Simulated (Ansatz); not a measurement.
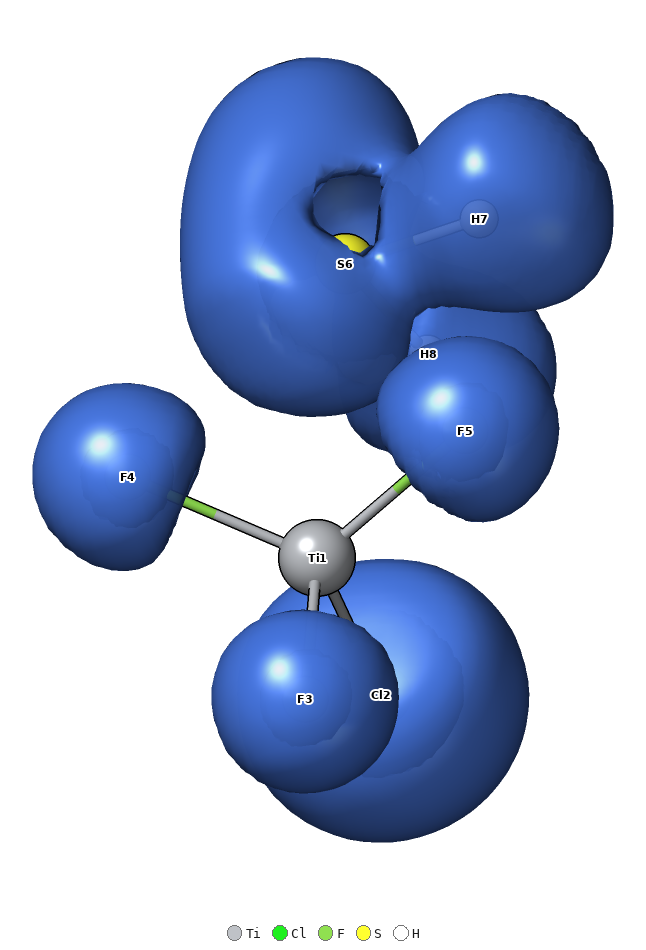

Figure. ClF3Ti···H2S. Isosurface of the electron localisation function at 0.75 (blue), seen at an oblique angle. Only the valence region is drawn (cores and ρ < 0.01 e/Å³ removed).

Level of theory: RKS BLYP/def2-SVP (Ansatz).

Input file:

```
crystal:
  periodic: [false, false, false]
  atoms:
    - { symbol: Ti, position_ang: [0.18185, 0.078236, -0.036369] }
    - { symbol: Cl, position_ang: [0.255456, -0.00099, 2.294857] }
    - { symbol: F, position_ang: [1.837463, -0.105752, -0.569631] }
    - { symbol: F, position_ang: [-0.353788, 1.599824, -0.705629] }
    - { symbol: F, position_ang: [-0.682198, -1.28929, -0.711516] }
    - { symbol: S, position_ang: [-3.231818, 0.135334, 1.09728] }
    - { symbol: H, position_ang: [-3.109387, -1.097515, 0.521677] }
    - { symbol: H, position_ang: [-2.302579, -0.192646, 2.07543] }
basis:
  gaussian: { orbitals: def2-SVP }
hamiltonian:
  xc: blyp
relax:
  f_tol: 0.03
  max_steps: 50
output:
  orbitals: {}
```

Run with:

```sh
ansatz run input.yaml --threads 4 --pin off --max-ram 5120MiB --backend cpu --events-out ev --progress --plain --runs-dir out
```

The fields are those of the run's last geometry, not of the input's.

**Identify the bonds, lone pairs and shells in this picture.**

At this value the surface marks out one region wrapped around Cl (its valence shell), three regions wrapped around F (the valence shell of each) and one joined region spread over several atoms (H, S), in which their bonds and any lone pairs are merged. Along the contacts the grid gives the following. Ti1···S6 (3.32 Å): the ELF peaks at about 0.95 in the valence shell of S, 1.0 Å from its nucleus, and is about 0.35 at the midpoint. Ti–F (1.75 Å): the ELF peaks at about 0.85 in the valence shell of F, 0.5 Å from its nucleus, and drops to about 0.20 between the two atoms.
